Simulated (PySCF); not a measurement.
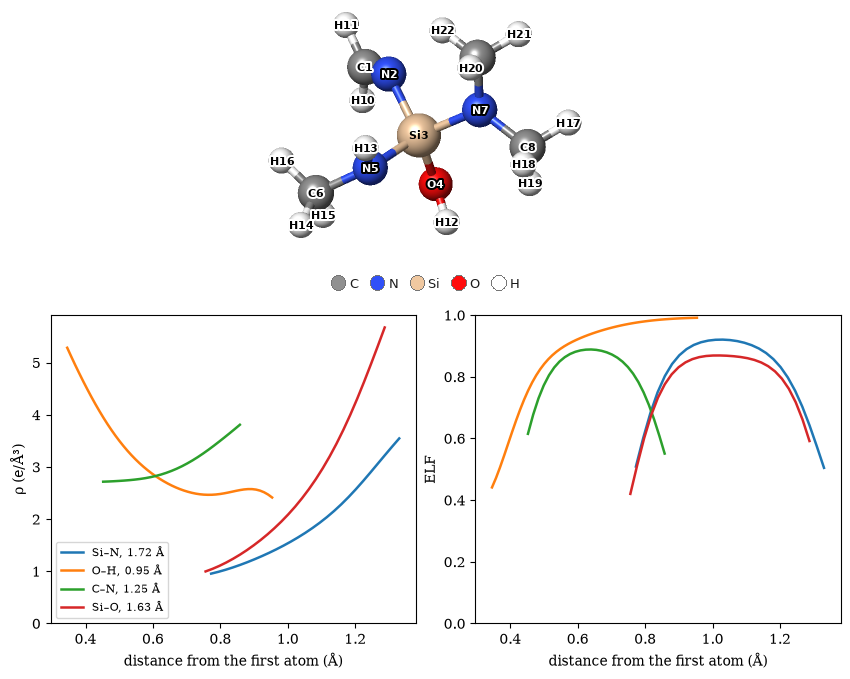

Figure. C4H13N3OSi. Total electron density and ELF along straight lines between neighbouring atoms. The curves leave out the atomic cores. The structure is drawn too.

Geometry: GFN2-xTB.

Method: PBE0/pcSseg-1, SCF density, gas phase, non-relativistic (PySCF).

```xyz
22

C    -1.0296    2.7507    0.2900
N    -0.2662    1.7759    0.4436
Si   -0.2962    0.1873   -0.2514
O    -1.1872    0.1545   -1.6215
N    -1.0090   -0.9581    0.8442
C    -2.3939   -0.8813    1.2595
N     1.3540   -0.1627   -0.5693
C     1.7535   -1.1483   -1.5376
C     2.3747    0.1026    0.4107
H    -1.8636    2.7857   -0.4164
H    -0.8700    3.6467    0.8871
H    -1.3965   -0.6909   -2.0096
H    -0.4229   -1.2637    1.6066
H    -2.7338   -1.8619    1.5992
H    -2.9960   -0.5760    0.4066
H    -2.5549   -0.1563    2.0653
H     2.6939   -0.8450   -2.0077
H     1.9055   -2.1358   -1.0810
H     0.9938   -1.2342   -2.3094
H     2.5996   -0.7858    1.0159
H     3.2962    0.4149   -0.0894
H     2.0383    0.9011    1.0636
```

### What kind of bonding do the profiles show?

Si–N (1.72 Å): ρ is about 1.1 e/Å³ halfway; the ELF peaks at about 0.90 between the atoms, as expected for a shared but strongly polarised pair.
O–H (0.95 Å): ρ at the midpoint is about 3.7 e/Å³; the ELF climbs to about 1 towards the hydrogen, as it does in any bond to H; a covalent bond by its length.
C–N (1.25 Å): the density is about 2.9 e/Å³ at the midpoint; the ELF peaks at about 0.90 between the atoms: a short, multiple covalent bond.
Si–O (1.63 Å): ρ at the midpoint is about 1.2 e/Å³; the ELF peaks at about 0.85 between the atoms, as expected for a polar covalent bond.
